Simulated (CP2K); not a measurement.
# PM3 run of SnCl2F2 (SMILES [F][Sn]([F])([Cl])[Cl])

Aim: the energy change on altering one bond length of SnCl2F2 at PM3, from 2 runs. 

The results are computed with CP2K 2026.2.

6 further runs of the same task are left out: 4 that didn't finish, 2 set aside as unsound or not needed.

### Step 1. The molecule

SnCl2F2 has 5 atoms, charge 0, and is taken as a singlet. As SMILES, `[F][Sn]([F])([Cl])[Cl]`. The shape is that of a PBE0-D4/def2-TZVP optimisation.

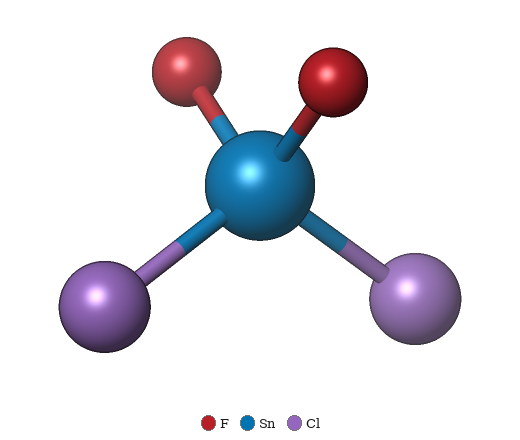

Viewed from a chosen angle; fluorine red, tin blue, chlorine purple.

### Step 2. The energy at PM3

Input file gas.inp:

```
&GLOBAL
    PROJECT_NAME gas
    RUN_TYPE ENERGY
    PRINT_LEVEL MEDIUM
&END GLOBAL

&FORCE_EVAL
    METHOD QUICKSTEP
    &DFT
        # Quickstep
        &QS
            METHOD PM3
            EPS_DEFAULT 1.0E-10
            &SE
                &COULOMB
                    CUTOFF [angstrom] 50
                    RC_RANGE [angstrom] 0
                &END COULOMB
                &EXCHANGE
                    CUTOFF [angstrom] 50
                    RC_RANGE [angstrom] 0
                &END EXCHANGE
            &END SE
        &END QS
        # cluster boundary conditions
        &POISSON
            PERIODIC NONE
            POISSON_SOLVER ANALYTIC
        &END POISSON
        &SCF
            SCF_GUESS ATOMIC
            EPS_SCF 1.0E-06
            MAX_SCF 80
            ADDED_MOS 2
            &DIAGONALIZATION
                ALGORITHM STANDARD
            &END DIAGONALIZATION
            &MIXING
                METHOD DIRECT_P_MIXING
                ALPHA 0.4
            &END MIXING
        &END SCF
        # extra output
        &PRINT
            &MOMENTS
                PERIODIC F
                REFERENCE COM
                MAX_MOMENT 1
            &END MOMENTS
            &MO ON
                ENERGIES T
                OCCUPATION_NUMBERS T
                NDIGITS 6
                &EACH
                    QS_SCF 0
                &END EACH
                ADD_LAST NUMERIC
            &END MO
            &HIRSHFELD OFF
            &END HIRSHFELD
        &END PRINT
    &END DFT
    # atoms, cell and kinds
    &SUBSYS
        # box in angstrom
        &CELL
            ABC 11.3 11.2 10.9
            PERIODIC NONE
        &END CELL
        &COORD
            SCALED T
            F    0.50250885   0.42359375   0.63309633
            Sn   0.51734071   0.44876339   0.46264679
            F    0.64808407   0.35558482   0.41340826
            Cl   0.35191593   0.38122768   0.36690367
            Cl   0.55728761   0.64441518   0.42714220
        &END COORD
    &END SUBSYS
&END FORCE_EVAL
```

Launch:

```sh
$ OMP_NUM_THREADS=1 cp2k.psmp -i gas.inp -o gas.out
```

The program printed:

```text
CP2K| version string:                                       CP2K version 2026.2
[...]
 GLOBAL| Method name                                                        CP2K
[...]
 GLOBAL| Run type                                                         ENERGY
[...]
                             - Atoms:                                          5
[...]
                             - Spherical basis functions:                     20
[...]
 Number of electrons:                                                         32
[...]
     1 P_Mix/Diag. 0.40E+00    0.0     0.63186237       -55.7893432265 -5.58E+01
[...]
    18 DIIS/Diag.  0.16E-06    0.0     0.00000043       -58.7390401389 -2.87E-11
  *** SCF run converged in    18 steps ***
  Core-core repulsion energy [eV]:                           1858.15497704084783
  Core Hamiltonian energy [eV]:                             -2654.88061297553713
  Two-electron integral energy [eV]:                        -1603.28986530339034
  Electronic energy [eV]:                                   -3456.52554562723253
  Total energy [eV]:                                        -1598.37056858638493
  Atomic reference energy [eV]:                              1591.59544737098327
  Heat of formation [kcal/mol]:                              -156.23801923339167
[...]
 SE_DIPOLE| Moment [Debye]          0.06229031      -0.06295418       0.06189762
 SE_DIPOLE| Derivative [a.u.]       0.00000000       0.00000000       0.00000000
 ENERGY| Total FORCE_EVAL ( QS ) energy [hartree]            -58.739040138940759
[...]
```

Wall time 0.28 s (1 thread of Arm Neoverse V1, shared host).

### Step 3. The distorted shape, same level

Input file calc.inp:

```
&GLOBAL
 PROJECT_NAME calc
 RUN_TYPE ENERGY
 PRINT_LEVEL MEDIUM
&END GLOBAL

&FORCE_EVAL
 METHOD Quickstep
 &DFT
  &QS
   METHOD PM3
   EPS_DEFAULT 1.0E-10
   &SE
    &COULOMB
     CUTOFF [angstrom] 50
     RC_RANGE [angstrom] 0
    &END COULOMB
    &EXCHANGE
     CUTOFF [angstrom] 50
     RC_RANGE [angstrom] 0
    &END EXCHANGE
   &END SE
  &END QS
  &POISSON
   PERIODIC NONE
   POISSON_SOLVER ANALYTIC
  &END POISSON
  &SCF
   SCF_GUESS ATOMIC
   EPS_SCF 1.0E-06
   MAX_SCF 80
   ADDED_MOS 2
   &DIAGONALIZATION
    ALGORITHM STANDARD
   &END DIAGONALIZATION
   &MIXING
    METHOD DIRECT_P_MIXING
    ALPHA 0.4
   &END MIXING
  &END SCF
  &PRINT
   &MOMENTS
    PERIODIC F
    REFERENCE COM
    MAX_MOMENT 1
   &END MOMENTS
   &MO ON
    ENERGIES T
    OCCUPATION_NUMBERS T
    NDIGITS 6
    &EACH
     QS_SCF 0
    &END EACH
    ADD_LAST NUMERIC
   &END MO
   &HIRSHFELD OFF
   &END HIRSHFELD
  &END PRINT
 &END DFT
 &SUBSYS
  &CELL
   ABC 12.8 11.6 11.7
   PERIODIC NONE
  &END CELL
  &COORD
   SCALED T
   F    0.56062918   0.43993134   0.65967355
   Sn   0.57372293   0.46423306   0.50087868
   F    0.68914480   0.37426754   0.45500688
   Cl   0.31085520   0.34686177   0.34032645
   Cl   0.60898855   0.65313823   0.46780175
  &END COORD
 &END SUBSYS
&END FORCE_EVAL
```

Launch:

```sh
$ OMP_NUM_THREADS=1 cp2k.psmp calc.inp > calc.out
```

The program printed:

```text
CP2K| version string:                                       CP2K version 2026.2
[...]
 GLOBAL| Method name                                                        CP2K
[...]
 GLOBAL| Run type                                                         ENERGY
[...]
                             - Atoms:                                          5
[...]
                             - Spherical basis functions:                     20
[...]
 Number of electrons:                                                         32
[...]
     1 P_Mix/Diag. 0.40E+00    0.0     0.74162377       -55.8853323698 -5.59E+01
[...]
    27 DIIS/Diag.  0.11E-06    0.0     0.00000035       -58.5957604370  4.33E-13
  *** SCF run converged in    27 steps ***
  Core-core repulsion energy [eV]:                           1619.44770250890633
  Core Hamiltonian energy [eV]:                             -2645.06117898184357
  Two-electron integral energy [eV]:                        -1137.71650629237206
  Electronic energy [eV]:                                   -3213.91943212802971
  Total energy [eV]:                                        -1594.47172961912315
  Atomic reference energy [eV]:                              1591.59544737098327
  Heat of formation [kcal/mol]:                               -66.32864961648193
[...]
 SE_DIPOLE| Moment [Debye]         -0.21242269      -0.16742094      -0.09355564
 SE_DIPOLE| Derivative [a.u.]       0.00000000       0.00000000       0.00000000
 ENERGY| Total FORCE_EVAL ( QS ) energy [hartree]            -58.595760437040475
[...]
```

It took 0.3 s on 1 thread of Arm Neoverse V1, shared host.

### Step 4. Summary of results

Level: PM3.

| quantity | value |
| --- | --- |
| first shape: total energy | -58.73904 Eh |
| first shape: dipole moment | 0.11 D |
| first shape: HOMO energy | -12.20 eV |
| first shape: LUMO energy | -3.57 eV |
| first shape: HOMO–LUMO gap | 8.63 eV |
| first shape: heat of formation | -156.2 kcal/mol |
| distorted shape: total energy | -58.59576 Eh |
| distorted shape: dipole moment | 0.29 D |
| distorted shape: HOMO energy | -9.53 eV |
| distorted shape: LUMO energy | -5.40 eV |
| distorted shape: HOMO–LUMO gap | 4.12 eV |
| distorted shape: heat of formation | -66.3 kcal/mol |
| energy change with the Sn2–Cl4 bond stretched from 2.271 to 4.087 Å | 3.899 eV |

In words: One bond (distorted shape) is far stretched, which a spin-restricted single reference describes badly. With the Sn2–Cl4 bond stretched from 2.271 to 4.087 Å the energy rises by 3.90 eV (90 kcal/mol). The first shape isn't relaxed at this level, so the change isn't measured from a minimum. A restricted reference can't describe the breaking bond well at this length.
